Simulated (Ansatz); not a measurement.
# Calculations on BHClF3

### Relaxation

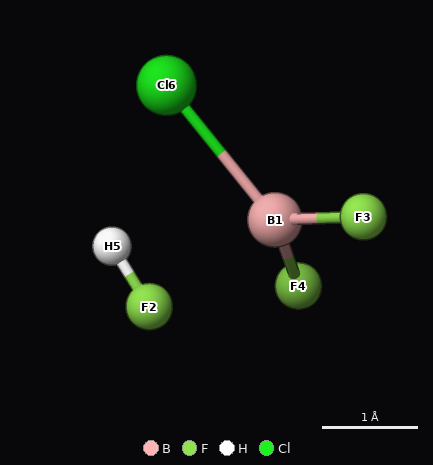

This is the input geometry for a relaxation of BHClF3 (started from a transition state, displaced along its imaginary mode). A ball-and-stick model, seen at a tilt.

Method: RKS PBE0-D4/def2-TZVP (Ansatz).

Input file:
```yaml
crystal:
  periodic: [false, false, false]
  atoms:
    - {symbol: B, position_ang: [-0.435618, 0.188929, -0.258203]}
    - {symbol: F, position_ang: [0.883630, -0.960676, 0.062176]}
    - {symbol: F, position_ang: [-0.175076, 0.609716, -1.495339]}
    - {symbol: F, position_ang: [-1.529914, -0.543097, -0.053016]}
    - {symbol: H, position_ang: [1.064976, -0.482875, 0.614418]}
    - {symbol: Cl, position_ang: [0.192002, 1.188104, 1.129963]}
basis:
  gaussian: {orbitals: def2-TZVP}
hamiltonian: {xc: pbe0, dispersion: d4}
relax: {f_tol: 0.005, max_steps: 200}
```

Run as
```bash
ansatz run in.yaml --threads 4 --pin off --events-out ev --progress --plain --max-ram 9574MiB
```

**Where does the relaxation end?**

H5 moves most after the best rigid fit: 0.77 Å. Largest moves by element: H 0.77 Å, Cl 0.46 Å, F 0.40 Å, B 0.40 Å. Some distances before and after: H5–Cl6 1.954 → 3.032 Å, B1–F2 1.779 → 2.572 Å, F2–H5 0.752 → 0.923 Å, B1–Cl6 1.822 → 1.754 Å. Bond angles that change, for instance: F3–B1–Cl6 117.8° → 119.9°. The energy falls by 46.0 kcal/mol in 13 geometry steps. Largest force component: 15 eV/Å at the start, 0.0013 eV/Å at the end.

The structure at the end:

```xyz
6

B    -0.7140    0.4712   -0.2941
F     1.1504   -1.2623    0.0717
F    -0.2941    0.7055   -1.5112
F    -1.6345   -0.4350   -0.0842
H     1.6468   -0.9529    0.7853
Cl   -0.1546    1.4735    1.0325
```

After the run, drawn alike:

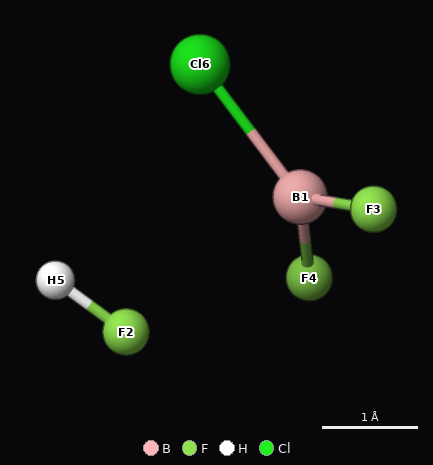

### Relaxation

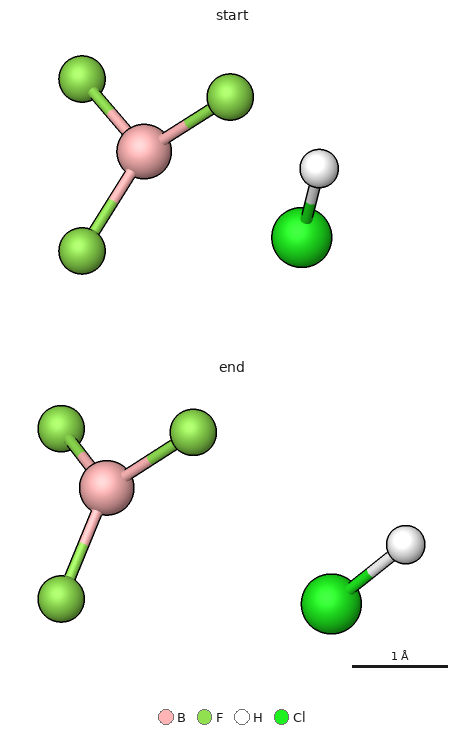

The structure of BHClF$_{3}$ (started from a transition state, displaced along its imaginary mode) before (top) and after (bottom) a relaxation, at one scale.

The picture is a ball-and-stick view, seen from a free direction.

The calculation used RKS PBE0-D4/def2-TZVP in Ansatz. (force threshold 0.005 eV/Å; at most 200 steps)

**What changed between the two?**

After 12 accepted moves (13 points after the start) the energy has fallen by 1.098 eV. Largest force component: 4.5 eV/Å at the start, 0.001 eV/Å at the end. The line search rejected the trial step at point 12 of the run. The forces were under the threshold at step 11, but the run went on from there. The largest move after the best rigid fit is that of the H atom, 1.00 Å. By element the largest moves are H 1.00 Å, F 0.48 Å, B 0.48 Å, Cl 0.40 Å. Near-neighbour distances that change, for instance: B–Cl 2.216 → 3.087 Å, Cl–H 1.193 → 1.281 Å, B–F 1.341 → 1.311 Å, B–F 1.300 → 1.316 Å. Among the angles between lasting bonds that change: F–B–F 117.5° → 119.8°.

### Reaction

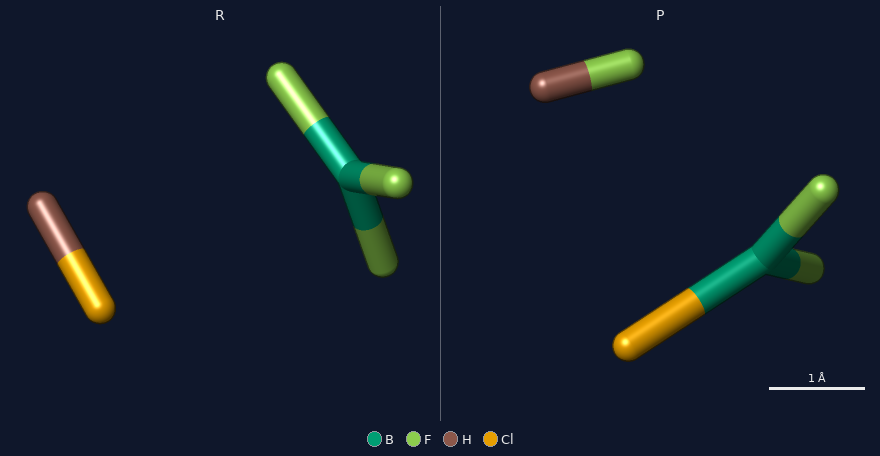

Reactant (R) and product (P) of one elementary step of BHClF3. The picture is a stick view, seen at a tilt.

Stationary points at PBE0-D4/def2-TZVP, single-point energies with CCSD(T)/CBS, BHLYP-D4, PBE0-D4 (def2-TZVPP where no basis is named; Ansatz 0.2.0). The energies are electronic, without zero-point or thermal terms, and both ends are the minima reached downhill from the saddle, with any fragments still in contact. CCSD(T)/CBS stands for a frozen-core estimate: MP2 correlation extrapolated from def2-TZVPP and def2-QZVPP, CCSD(T) minus MP2 from the smaller set.

### Predict the saddle point between them and the barrier.

Counted by bonded pieces, R holds BF₃ + HCl and P holds BClF₂ + HF. From R over the saddle to P, bonds form: B–Cl (3.09 → 2.02 → 1.75 Å), F–H (2.95 → 1.15 → 0.92 Å). Bonds break: B–F (1.32 → 1.54 → 2.57 Å), Cl–H (1.28 → 1.57 → 3.03 Å). The saddle has one imaginary mode, 862i cm⁻¹. With CCSD(T)/CBS the barrier is 1.39 eV from R and 0.77 eV from P, and P lies 0.62 eV above R.

```csv
level,barrier from R (eV),barrier from P (eV),P less R (eV)
CCSD(T)/CBS,1.39,0.77,0.62
BHLYP-D4,1.56,0.85,0.71
PBE0-D4,1.18,0.59,0.59
```

Against CCSD(T)/CBS, BHLYP-D4 comes closest on the barrier from R (+0.17 eV) and PBE0-D4 misses most (−0.21 eV).

The saddle point in the same view, with dashed sticks for the bonds that form or break:

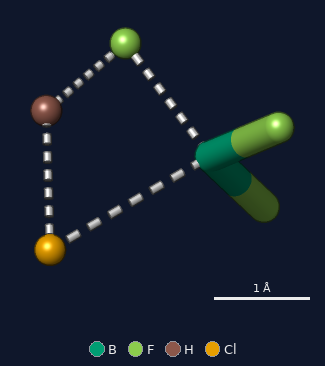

Limits of the set-up: the start holds two separate molecules, 2.9 Å apart at their closest, whose relative position is a soft coordinate.
